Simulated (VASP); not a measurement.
```
CELL_PARAMETERS angstrom
      3.00931     0.00000     0.00000
      0.00000     3.00931     0.00000
      0.00000     0.00000     3.00931
ATOMIC_POSITIONS crystal
  W  0.00000 0.00000 0.00000
  S  0.50000 0.50000 0.50000
```

These are PBE GGA, VASP's PBE PAW potentials (set 64) (plane waves; VASP) values and carry that method's errors. Settings: 400 eV cut-off, 14×14×14 Γ-centred mesh, tetrahedra with Blöchl corrections, potentials W_sv S.

Unless said otherwise, spin-orbit coupling is left out, though it shifts the bands of the heavy elements here.

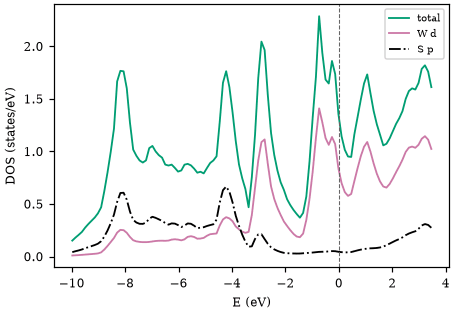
*Total and projected density of states, zero at the Fermi level*

Within 2 eV below the Fermi level the largest weight inside VASP's projection spheres is W d.

It has no gap at this level: it comes out as a metal or semimetal.

The structure was generated: WS was put into the CsCl type type (Pm-3m), which need not be its known phase. It was relaxed first, which changed the volume by -35 %.
